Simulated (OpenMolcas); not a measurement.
# InNH2Cl (SMILES [NH2][In][Cl]): levels of theory compared

Aim: a comparison of 6 runs (UHF/def2-SVP, U-revPBE/def2-SVP, UBLYP/def2-SVP, UM06-2X/def2-SVP, UPBE/def2-SVP, USVWN5/def2-SVP) of InNH2Cl. 

The results are computed with OpenMolcas 26.06.

### 1 Starting point

The species is InNH2Cl (5 atoms), meant as a doublet with charge 0. As SMILES, `[NH2][In][Cl]`. The shape is that of a PBE0-D4/def2-TZVP optimisation. This is one conformer, not always the lowest.

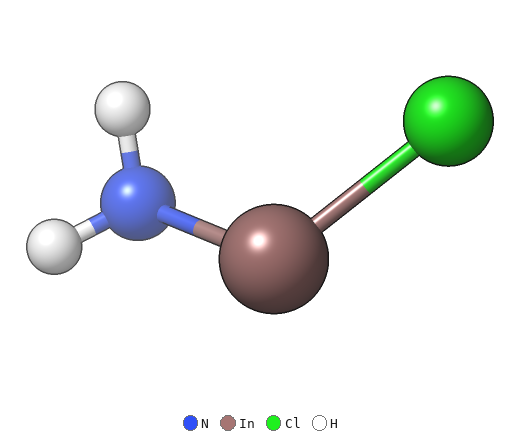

Viewed from a chosen angle; nitrogen blue, indium brown, chlorine green, hydrogen white.

### 2 Energy and forces at UHF/def2-SVP (core potential) (run 1)

File geom.xyz:

```xyz
5

N     -0.142600     0.808600    -0.493900
In    -0.411600    -1.217800    -0.153300
Cl     1.391500    -2.211500     1.018700
H     -0.999700     1.283800    -0.756700
H      0.212300     1.263200     0.343800
```

File calc.input:

```
&GATEWAY
 BasLib=$CurrDir
 Coord=geom.xyz
 Basis=def2-SVP
 Group=NoSym

&SEWARD

&SCF
 UHF
 Spin=2
 Thresholds=1e-10 1e-07 1e-07 1e-05
 PrOrbitals=1 2

&ALASKA
```

The basis set def2-SVP is read from a file made from the Basis Set Exchange's data (not shown).

Started as:

```bash
$ export MOLCAS_MEM=1860
$ pymolcas calc.input > calc.log
```

Log:

```text
--- Start Module: gateway ---
[...]
--- Stop Module: gateway /rc=_RC_ALL_IS_WELL_ ---
[...]
      Basis functions           68
[...]
--- Start Module: scf ---
[...]
       Convergence after  18 Iterations
[...]
::    Total SCF energy                               -704.1745630303
[...]
      Total spin, S                                     0.5101725806
[...]
      Total electronic charge=   47.000000
      Total            charge=   -0.000000
[...]
      Dipole Moment (debye):
      Origin of the operator (angstrom)=   -0.0086   -1.2259    0.0644
                   X= -3.4495E+00               Y=  1.1463E+00               Z= -6.5280E-01           Total=  3.6931E+00
      Quadrupole Moment (debye*angstrom):
[...]
--- Stop Module: scf /rc=_RC_ALL_IS_WELL_ ---
[...]
--- Start Module: alaska ---
[...]
 *              Molecular gradients               *
 **************************************************
  Irreducible representation: a
 ------------------------------------------------------------------------------------------
                              X                       Y                       Z
 ------------------------------------------------------------------------------------------
  N1                7.16614078106925E-03   -4.02035659373645E-03   -8.61202096835090E-03
  IN2               3.70973024342902E-03   -9.12205894898932E-04    4.73968113715095E-03
  CL3              -4.59253910635127E-03    2.65391330104769E-03   -3.41259480555856E-03
  H4               -7.56311420431155E-03    1.47294279265786E-03   -1.07373360678586E-03
  H5                1.27978228616543E-03    8.05706394928052E-04    8.35866824348752E-03
 ------------------------------------------------------------------------------------------
--- Stop Module: alaska /rc=_RC_ALL_IS_WELL_ ---
[...]
```

Wall time 6 s (1 thread of Arm Neoverse V1, shared host); peak memory 0.41 GiB.

### 3 Energy and forces at U-revPBE/def2-SVP (core potential) (run 2)

File struct.xyz:

```xyz
5

N     -0.142600     0.808600    -0.493900
In    -0.411600    -1.217800    -0.153300
Cl     1.391500    -2.211500     1.018700
H     -0.999700     1.283800    -0.756700
H      0.212300     1.263200     0.343800
```

File job.inp:

```
* ClH2InN Kohn-Sham DFT
>>> EXPORT MOLCAS_PRINT=2
&GATEWAY
BASLIB=$CurrDir
COORD=struct.xyz
BASIS=def2-SVP
GROUP=NoSym
&SEWARD
GRIDINPUT
Grid=UltraFine
End of Grid
&SCF
UHF
SPIN=2
KSDFT=revPBE
THRESHOLDS=1e-10 1e-07 1e-07 1e-05
PRORBITALS=1 1
&ALASKA
```

The basis set def2-SVP is read from a file made from the Basis Set Exchange's data (not shown).

Started as:

```bash
$ export MOLCAS_MEM=1860
$ pymolcas job.inp > job.log
```

Log:

```text
--- Start Module: gateway ---
[...]
--- Stop Module: gateway /rc=_RC_ALL_IS_WELL_ ---
[...]
      Basis functions           68
[...]
--- Start Module: scf ---
[...]
       Convergence after  21 Iterations
[...]
::    Total KS-DFT energy                            -706.0816377895
[...]
      Total spin, S                                     0.5016738071
[...]
      Total electronic charge=   47.000000
      Total            charge=   -0.000000
[...]
      Dipole Moment (debye):
      Origin of the operator (angstrom)=   -0.0086   -1.2259    0.0644
                   X= -2.5635E+00               Y=  1.7784E+00               Z= -5.6344E-01           Total=  3.1704E+00
      Quadrupole Moment (debye*angstrom):
[...]
--- Stop Module: scf /rc=_RC_ALL_IS_WELL_ ---
[...]
--- Start Module: alaska ---
[...]
 *              Molecular gradients               *
 **************************************************
  Irreducible representation: a
 ------------------------------------------------------------------------------------------
                              X                       Y                       Z
 ------------------------------------------------------------------------------------------
  N1               -9.81147760371881E-03   -2.51891516273872E-03    1.04867749760791E-02
  IN2               1.35830907531300E-02    1.05013974687718E-02    4.40145079846488E-03
  CL3              -1.12852626924465E-02    6.12911759667689E-03   -7.04843153732071E-03
  H4                1.13113228402586E-02   -7.12619163115846E-03    3.15038425917669E-03
  H5               -3.79767329719183E-03   -6.98540827155414E-03   -1.09901784963844E-02
 ------------------------------------------------------------------------------------------
--- Stop Module: alaska /rc=_RC_ALL_IS_WELL_ ---
[...]
```

It took 27 s on 1 thread of Arm Neoverse V1, shared host; peak memory 0.41 GiB.

Runs 3 to 4 aren't shown in full; the table further down has their settings and results.

### 4 Energy and gradient at UPBE/def2-SVP (core potential) (run 5)

File calc.input:

```
&gateway
  baslib=$CurrDir
  basisset
  N.def2-SVP....
  N1 -0.142600 0.808600 -0.493900 angstrom
  End of Basis
  basisset
  In.def2-SVP....
  In2 -0.411600 -1.217800 -0.153300 angstrom
  End of Basis
  basisset
  Cl.def2-SVP....
  Cl3 1.391500 -2.211500 1.018700 angstrom
  End of Basis
  basisset
  H.def2-SVP....
  H4 -0.999700 1.283800 -0.756700 angstrom
  H5 0.212300 1.263200 0.343800 angstrom
  End of Basis

&seward
  gridinput
  Grid=UltraFine
  End of Grid

&scf
  uhf
  spin=2
  ksdft=PBE
  thresholds=1e-10 1e-07 1e-07 1e-05
  prorbitals=1 2

&alaska
```

The basis set def2-SVP is read from a file made from the Basis Set Exchange's data (not shown).

Started as:

```bash
$ export MOLCAS_MEM=1860
$ pymolcas calc.input > calc.log
```

Log:

```text
--- Start Module: gateway ---
[...]
--- Stop Module: gateway /rc=_RC_ALL_IS_WELL_ ---
[...]
      Basis functions           68
[...]
--- Start Module: scf ---
[...]
       Convergence after  21 Iterations
[...]
::    Total KS-DFT energy                            -705.8772292518
[...]
      Total spin, S                                     0.5014404604
[...]
      Total electronic charge=   47.000000
      Total            charge=   -0.000000
[...]
      Dipole Moment (debye):
      Origin of the operator (angstrom)=   -0.0086   -1.2259    0.0644
                   X= -2.5086E+00               Y=  1.8088E+00               Z= -5.2873E-01           Total=  3.1376E+00
      Quadrupole Moment (debye*angstrom):
[...]
--- Stop Module: scf /rc=_RC_ALL_IS_WELL_ ---
[...]
--- Start Module: alaska ---
[...]
 *              Molecular gradients               *
 **************************************************
  Irreducible representation: a
 ------------------------------------------------------------------------------------------
                              X                       Y                       Z
 ------------------------------------------------------------------------------------------
  N1               -9.09417197575557E-03    3.54275598386522E-05    9.58843416556743E-03
  IN2               1.08812293707352E-02    8.45175610835414E-03    3.39233225882385E-03
  CL3              -8.95500211533218E-03    4.77591528929899E-03   -5.49297086704392E-03
  H4                1.10836805035079E-02   -6.71284929331462E-03    3.32958443555920E-03
  H5               -3.91573578321713E-03   -6.55024966422557E-03   -1.08173799929103E-02
 ------------------------------------------------------------------------------------------
--- Stop Module: alaska /rc=_RC_ALL_IS_WELL_ ---
[...]
```

Run time: 27 s. Hardware: 1 thread of Arm Neoverse V1, shared host; peak memory 0.41 GiB.

### 5 Energy and gradient at USVWN5/def2-SVP (core potential) (run 6)

File coord.xyz:

```xyz
5

N     -0.142600     0.808600    -0.493900
In    -0.411600    -1.217800    -0.153300
Cl     1.391500    -2.211500     1.018700
H     -0.999700     1.283800    -0.756700
H      0.212300     1.263200     0.343800
```

File job.input:

```
&GATEWAY
  BasLib=$CurrDir
  Coord=coord.xyz
  Basis=def2-SVP
  Group=NoSym

&SEWARD
  GridInput
  Grid=UltraFine
  End of Grid

&SCF
  UHF
  Spin=2
  KSDFT=SVWN5
  Thresholds=1e-10 1e-07 1e-07 1e-05
  PrOrbitals=1

&ALASKA
```

The basis set def2-SVP is read from a file made from the Basis Set Exchange's data (not shown).

Started as:

```bash
$ export MOLCAS_MEM=1860
$ pymolcas job.input > job.log
```

Log:

```text
--- Start Module: gateway ---
[...]
--- Stop Module: gateway /rc=_RC_ALL_IS_WELL_ ---
[...]
      Basis functions           68
[...]
--- Start Module: scf ---
[...]
       Convergence after  22 Iterations
[...]
::    Total KS-DFT energy                            -703.8756445070
[...]
      Total spin, S                                     0.5008345106
[...]
      Total electronic charge=   47.000000
      Total            charge=   -0.000000
[...]
      Dipole Moment (debye):
      Origin of the operator (angstrom)=   -0.0086   -1.2259    0.0644
                   X= -2.4325E+00               Y=  1.8714E+00               Z= -4.3782E-01           Total=  3.1001E+00
      Quadrupole Moment (debye*angstrom):
[...]
--- Stop Module: scf /rc=_RC_ALL_IS_WELL_ ---
[...]
--- Start Module: alaska ---
[...]
 *              Molecular gradients               *
 **************************************************
  Irreducible representation: a
 ------------------------------------------------------------------------------------------
                              X                       Y                       Z
 ------------------------------------------------------------------------------------------
  N1               -7.15832895862745E-03    1.09006897313062E-02    7.25847218394104E-03
  IN2               1.99484484158674E-03    9.00159350926799E-04    5.51841638279704E-04
  CL3              -1.59713079756685E-03    6.75999811702965E-04   -7.12440002640591E-04
  H4                1.22169559427041E-02   -6.38553107499407E-03    4.75026008847990E-03
  H5               -5.45634102811166E-03   -6.09131781893080E-03   -1.18481339080700E-02
 ------------------------------------------------------------------------------------------
--- Stop Module: alaska /rc=_RC_ALL_IS_WELL_ ---
[...]
```

Run time: 19 s. Hardware: 1 thread of Arm Neoverse V1, shared host; peak memory 0.41 GiB.

### 6 Overview of the runs

```csv
run,level,integration grid,task,energy (Eh),dipole moment (D),HOMO energy (eV),LUMO energy (eV),wall time
1,UHF/def2-SVP (core potential),–,gradient,-704.174563,3.69,-8.86,-0.06,6 s
2,U-revPBE/def2-SVP (core potential),UltraFine,gradient,-706.081638,3.17,-5.15,-4.20,27 s
3,UBLYP/def2-SVP (core potential),UltraFine,gradient,-706.064194,3.04,-4.99,-4.26,26 s
4,UM06-2X/def2-SVP (core potential),UltraFine,energy,-706.025432,3.41,-7.37,-3.11,35 s
5,UPBE/def2-SVP (core potential),UltraFine,gradient,-705.877229,3.14,-5.18,-4.31,27 s
6,USVWN5/def2-SVP (core potential),UltraFine,gradient,-703.875645,3.10,-5.30,-4.62,19 s
```

### 7 Outcome

| quantity | value |
| --- | --- |
| run 6: total energy | -703.87564 Eh |
| run 6: dipole moment | 3.10 D |
| run 6: HOMO energy (highest over α and β) | -5.30 eV |
| run 6: LUMO energy (lowest over α and β) | -4.62 eV |
| run 6: ⟨S²⟩ | 0.752 |
| run 6: largest force on an atom | 0.767 eV/Å |

**Reading.** The dipole moment (its size) runs from 3.04 D (UBLYP/def2-SVP) to 3.69 D (UHF/def2-SVP). Totals of different functionals can't be ranked against each other. All runs together took 2.3 min, the longest 35 s.
